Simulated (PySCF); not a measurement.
**SVWN5/cc-pVTZ run of C2HF (fluoroacetylene)**

What is the energy change on altering one bond length of C2HF (fluoroacetylene) at SVWN5/cc-pVTZ? 

Program for the calculation: PySCF 2.14.0.

1 further run of the same task is left out (set aside as unsound or not needed).

**1. The molecule**

C2HF has 4 atoms, charge 0, and is taken as a singlet. SMILES: `C#CF`. The coordinates come from a PBE0-D4/def2-TZVP relaxation.

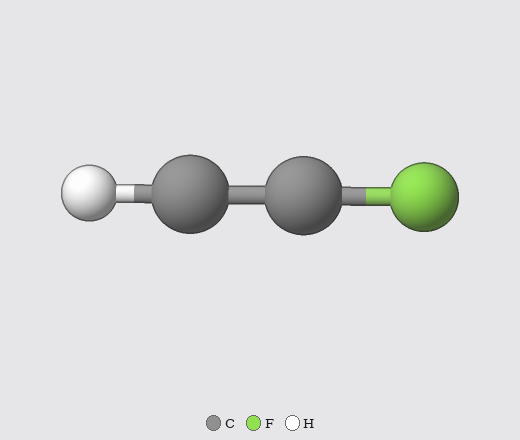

Viewed from a chosen angle; carbon grey, fluorine green, hydrogen white.

**2. The energy at SVWN5/cc-pVTZ**

Contents of job.py:

```python
# C#CF
from pyscf import gto, dft

mol = gto.M(
    atom='C -0.361030 0.453110 -0.290220; C 0.303270 -0.380840 0.243810; F 1.010600 -1.269010 0.812300; H -0.952830 1.196740 -0.765890',
    verbose=4,
    max_memory=1860,
    basis='cc-pvtz',
    spin=0,
)

mf = dft.RKS(mol, xc='svwn')
mf.grids.level = 5
mf.conv_tol = 1e-10
mf.kernel()
if not mf.converged:
    mf = mf.newton().run(mf.mo_coeff, mf.mo_occ)

e_final = mf.e_tot
print(f'total energy: {e_final:.8f} hartree')
```

Run with:

```sh
$ OMP_NUM_THREADS=1 python job.py
```

The log of the run:

```text
PySCF version 2.14.0

[INPUT] num. atoms = 4
[INPUT] num. electrons = 22
[INPUT] charge = 0
[INPUT] spin (= nelec alpha-beta = 2S) = 0
[INPUT] symmetry False subgroup None
[INPUT] Mole.unit = angstrom
[INPUT] Symbol           X                Y                Z      unit          X                Y                Z       unit  Magmom
[INPUT]  1 C     -0.361030000000   0.453110000000  -0.290220000000 AA   -0.682247822752   0.856253804302  -0.548436315871 Bohr   0.0
[INPUT]  2 C      0.303270000000  -0.380840000000   0.243810000000 AA    0.573097241797  -0.719683297279   0.460734126430 Bohr   0.0
[INPUT]  3 F      1.010600000000  -1.269010000000   0.812300000000 AA    1.909757221485  -2.398081349334   1.535024530984 Bohr   0.0
[INPUT]  4 H     -0.952830000000   1.196740000000  -0.765890000000 AA   -1.800587743269   2.261510842312  -1.447322341543 Bohr   0.0

nuclear repulsion = 55.8320941955802
number of shells = 33
number of NR pGTOs = 142
number of NR cGTOs = 104
basis = cc-pvtz
ecp = {}

******** <class 'pyscf.dft.rks.RKS'> ********
method = RKS
initial guess = minao
damping factor = 0
level_shift factor = 0
DIIS = <class 'pyscf.scf.diis.CDIIS'>
diis_start_cycle = 1
diis_space = 8
diis_damp = 0
SCF conv_tol = 1e-10
SCF conv_tol_grad = None
SCF max_cycles = 50
direct_scf = True
direct_scf_tol = 1e-13
XC library pyscf.dft.libxc version 7.0.0
    S. Lehtola, C. Steigemann, M. J.T. Oliveira, and M. A.L. Marques.,  SoftwareX 7, 1–5 (2018)
XC functionals = svwn
    P. A. M. Dirac.,  Math. Proc. Cambridge Philos. Soc. 26, 376 (1930)
    F. Bloch.,  Z. Phys. 57, 545 (1929)
    S. H. Vosko, L. Wilk, and M. Nusair.,  Can. J. Phys. 58, 1200 (1980)
radial grids:
    Treutler-Ahlrichs [JCP 102, 346 (1995); DOI:10.1063/1.469408] (M4) radial grids

becke partition: Becke, JCP 88, 2547 (1988); DOI:10.1063/1.454033
pruning grids: <function nwchem_prune>
grids dens level: 5
symmetrized grids: False
atomic radii adjust function: <function treutler_atomic_radii_adjust>
small_rho_cutoff = 0
Set gradient conv threshold to 1e-05
Initial guess from minao.
tot grids = 153376
init E= -175.655379855282
  HOMO = -0.325190082971364  LUMO = -0.0239824085942396  gap/eV = 8.19628
cycle= 1 E= -175.214350039996  delta_E= 0.441  |g|= 0.535  |ddm|= 2.32
  HOMO = -0.205857439948013  LUMO = 0.025145726333399  gap/eV = 6.28592
cycle= 2 E= -175.017249336579  delta_E= 0.197  |g|= 0.995  |ddm|= 0.779
  HOMO = -0.243303914724207  LUMO = 0.0248497004621018  gap/eV = 7.29683
cycle= 3 E= -175.232014606171  delta_E= -0.215  |g|= 0.413  |ddm|= 0.684
  HOMO = -0.263316416751073  LUMO = 0.00911093641257924  gap/eV = 7.41313
cycle= 4 E= -175.274101430426  delta_E= -0.0421  |g|= 0.0496  |ddm|= 0.322
  HOMO = -0.263578617721176  LUMO = 0.00963764929290174  gap/eV = 7.43459
cycle= 5 E= -175.274325746834  delta_E= -0.000224  |g|= 0.0319  |ddm|= 0.0422
  HOMO = -0.261180757395596  LUMO = 0.0104630422706183  gap/eV = 7.39180
cycle= 6 E= -175.274493051959  delta_E= -0.000167  |g|= 0.00433  |ddm|= 0.0213
  HOMO = -0.26166458713363  LUMO = 0.0100938443853013  gap/eV = 7.39492
cycle= 7 E= -175.27449646633  delta_E= -3.41e-06  |g|= 0.00052  |ddm|= 0.00357
  HOMO = -0.261596181905515  LUMO = 0.0101391836610915  gap/eV = 7.39430
cycle= 8 E= -175.274496528943  delta_E= -6.26e-08  |g|= 6.77e-05  |ddm|= 0.000268
  HOMO = -0.261597680672827  LUMO = 0.0101356529252996  gap/eV = 7.39424
cycle= 9 E= -175.274496529873  delta_E= -9.3e-10  |g|= 1.25e-05  |ddm|= 6.11e-05
  HOMO = -0.261597333335842  LUMO = 0.0101354703213466  gap/eV = 7.39423
cycle= 10 E= -175.274496529916  delta_E= -4.36e-11  |g|= 1.2e-06  |ddm|= 8.75e-06
  HOMO = -0.261597333583891  LUMO = 0.0101355915858518  gap/eV = 7.39423
Extra cycle  E= -175.274496529914  delta_E= 2.33e-12  |g|= 3.14e-06  |ddm|= 3.29e-06
converged SCF energy = -175.274496529914
total energy: -175.27449653 hartree
```

Run time: 8.4 s. Hardware: 1 thread of Arm Neoverse V1, shared host; peak memory 0.35 GiB.

**3. The distorted shape**

Contents of job.py:

```python
from pyscf import gto, dft

mol = gto.M(
    atom='C 0.349136 -0.439254 0.280589; C 1.013436 -1.273204 0.814619; F 1.720766 -2.161374 1.383109; H -0.952830 1.196740 -0.765890',
    verbose=3,
    basis='cc-pvtz',
    max_memory=1860,
)

calc0 = dft.RKS(mol, xc='svwn')
calc0.conv_tol = 1e-10
calc0.grids.level = 5
calc0.kernel()
if not calc0.converged:
    calc0 = calc0.newton().run(calc0.mo_coeff, calc0.mo_occ)

e_final = calc0.e_tot
print('E = %.10f Eh' % e_final)
```

Run with:

```sh
$ OMP_NUM_THREADS=1 python job.py
```

The log of the run:

```text
converged SCF energy = -175.070214063927
E = -175.0702140639 Eh
```

Wall time 9.6 s (1 thread of Arm Neoverse V1, shared host); peak memory 0.35 GiB.

**4. Outcome**

At SVWN5/cc-pVTZ:

```
                                                         quantity          value
                                        first shape: total energy  -175.27450 Eh
                                       first shape: dipole moment         0.42 D
                                         first shape: HOMO energy       -7.12 eV
                                         first shape: LUMO energy        0.28 eV
                                       first shape: HOMO–LUMO gap        7.39 eV
                                    distorted shape: total energy  -175.07021 Eh
                                   distorted shape: dipole moment         1.78 D
                                     distorted shape: HOMO energy       -6.84 eV
                                     distorted shape: LUMO energy       -6.15 eV
                                   distorted shape: HOMO–LUMO gap        0.69 eV
energy change with the C1–H4 bond stretched from 1.063 to 2.338 Å       5.559 eV
```

**Reading.** One bond (distorted shape) is far stretched, which a spin-restricted single reference describes badly; a broken-symmetry solution may lie lower. With the C1–H4 bond stretched from 1.063 to 2.338 Å the energy rises by 5.56 eV (536 kJ/mol). The first shape isn't relaxed at this level, so the change isn't measured from a minimum. A restricted reference can't describe the breaking bond well at this length. Mulliken charges (first shape) run from -0.25 on C1 to +0.17 on H4.
